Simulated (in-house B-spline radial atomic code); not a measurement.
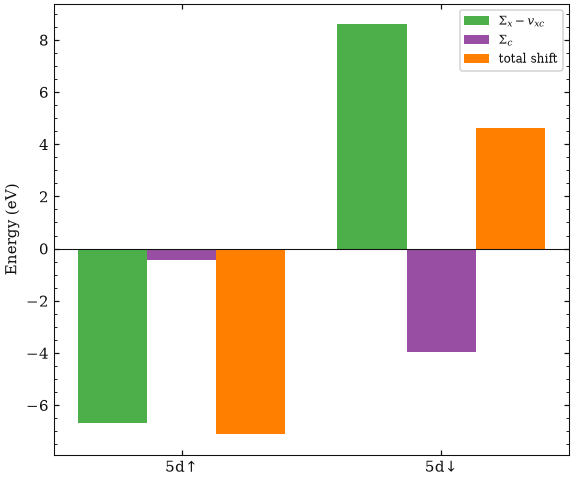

Parts of the G₀W₀ correction to each level for Os³⁺ ([Xe] 4f¹⁴ 5d⁵). All-electron spherical atom, scalar X2C, PBEsol start, no spin-orbit coupling, Breit or QED terms; computed with a B-spline radial code. The quasi-particle equation is solved at full frequency; levels of low quasi-particle weight Z are left out.

Give the quasi-particle levels and their parts.

G₀W₀ moves the highest occupied level, 5d↑, from −36.43 to −43.55 eV (renormalisation factor Z = 0.78). The empty level 5d↓ goes from −32.47 to −27.84 eV.

```json
{"Level": "5d↑", "Mean field (eV)": "−36.43", "Σx − vxc (eV)": "−6.68", "Σc (eV)": "−0.43", "Z": "0.78", "G₀W₀ (eV)": "−43.55"}
{"Level": "5d↓", "Mean field (eV)": "−32.47", "Σx − vxc (eV)": "8.60", "Σc (eV)": "−3.97", "Z": "0.62", "G₀W₀ (eV)": "−27.84"}
```

Known limits: relativistic terms absent here (spin-orbit coupling, Breit, QED) can be large for so heavy or highly charged an atom or ion.
